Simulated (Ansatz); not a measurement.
The boundary is one mirror-built cell; no search for the lowest one was made.

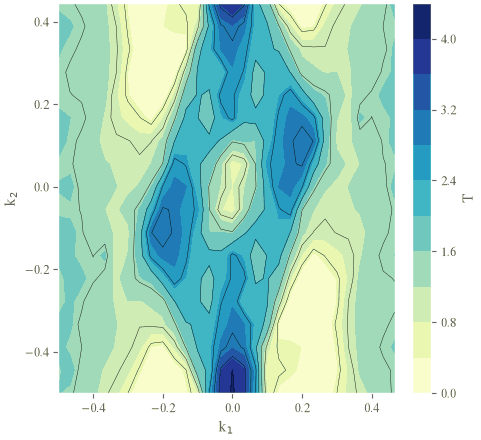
*Transmission at the Fermi level over the two-dimensional zone; PBE (Ansatz, an electronic-structure program)*

The map is at the Fermi level alone, on a potential converged at a Fermi-Dirac width of 0.05 eV. Resistances leave out the leads' Sharvin resistance. Spin-orbit coupling is left out.

Task: The junction is: Σ5 (310) symmetric tilt boundary in bcc Nb, with one Cl atom a cell (17.3 Å²) in the boundary. Where is the transmission largest, and how much of the current passes where both |k₁| and |k₂| are under 0.15?

Result: The largest value is 4.1, at (0.00, -0.50) and its images; 10 % of the sum lies near the centre.
